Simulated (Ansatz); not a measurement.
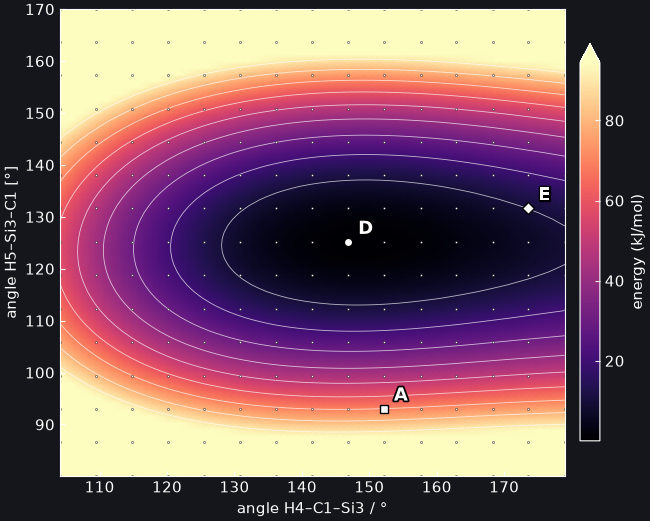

CH₃OSi, SMILES [CH]1O[SiH2]1, spin multiplicity 2. Coordinates scanned: (1) angle H4–C1–Si3; (2) angle H5–Si3–C1. Nothing is relaxed (all other coordinates rigid). Grid: 15 × 15 points. Energies: kJ/mol, counted from the relaxed molecule at the same level. Method: UKS PBE-D4/def2-TZVP in Ansatz 0.2.0.

Drawn: a smooth colour map with a few white contour lines, dots at the grid points, one colour for all values above the top of the scale, lettered points. Between grid points the surface is interpolated.

### Rank the lettered points by energy, lowest first.

D (0.09 kJ/mol), E (10 kJ/mol), A (70 kJ/mol).

### What kind of point is each of A, D, E: minimum, saddle, maximum or slope?

A: on a slope; D: minimum; E: on a slope. (In these two coordinates alone; a stationary point may lie a little off the grid point.)
